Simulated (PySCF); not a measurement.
```yaml
atoms:
  - { symbol: C, position_ang: [2.4586, 0.3158, 0.0177] }
  - { symbol: Si, position_ang: [0.8885, -0.6475, 0.4188] }
  - { symbol: O, position_ang: [0.0901, -1.0010, -0.9610] }
  - { symbol: Si, position_ang: [-1.4013, -0.6505, -1.4966] }
  - { symbol: O, position_ang: [-2.1373, 0.2827, -0.3702] }
  - { symbol: Si, position_ang: [-1.5822, 0.7960, 1.0350] }
  - { symbol: F, position_ang: [-1.6269, 2.3807, 1.0631] }
  - { symbol: F, position_ang: [-2.5351, 0.2754, 2.1901] }
  - { symbol: O, position_ang: [-0.0902, 0.3149, 1.3236] }
  - { symbol: H, position_ang: [3.1325, -0.2847, -0.5837] }
  - { symbol: H, position_ang: [2.2454, 1.2306, -0.5308] }
  - { symbol: H, position_ang: [2.9824, 0.5897, 0.9275] }
  - { symbol: H, position_ang: [0.9866, -1.8938, 1.1643] }
  - { symbol: H, position_ang: [-2.1597, -1.8876, -1.5458] }
  - { symbol: H, position_ang: [-1.2558, 0.1873, -2.6738] }
```

Geometry: GFN2-xTB.

Theory: KT2/pcSseg-1, SCF density, in a chloroform solvent model, non-relativistic in PySCF.

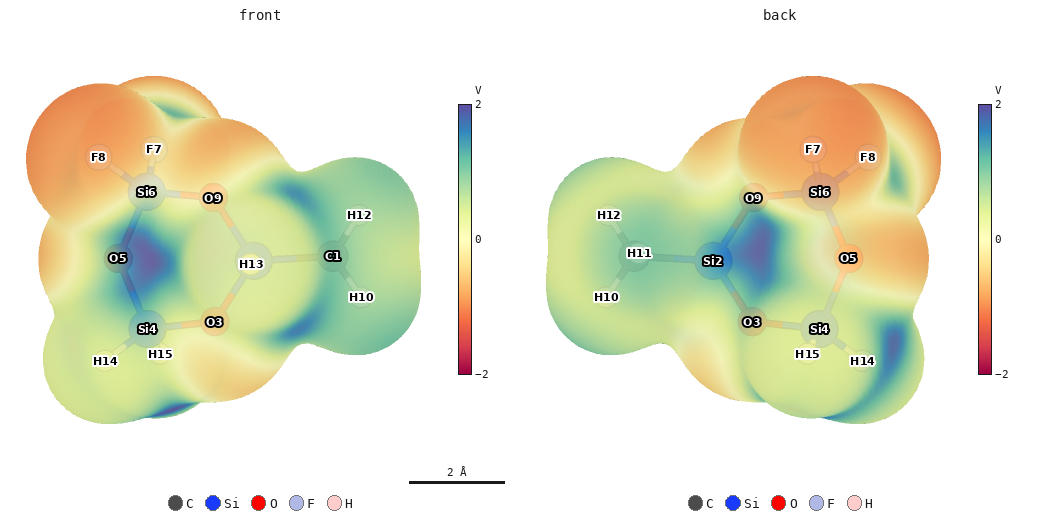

CH6F2O3Si3. The electrostatic potential painted on the density surface at 0.002 e/bohr³, seen from the front and from behind; the colour scale runs from red (negative) to blue (positive).

> Which sites attract a positive test charge, and which a negative one?

A positive charge is drawn to the negative regions and a negative charge to the positive ones. The most negative region (about −1.0 V, or −23 kcal/mol for a unit charge) lies over F7 and F8, the most positive (about +1.9 V, or +44 kcal/mol for a unit charge) over Si2, Si4 and Si6.
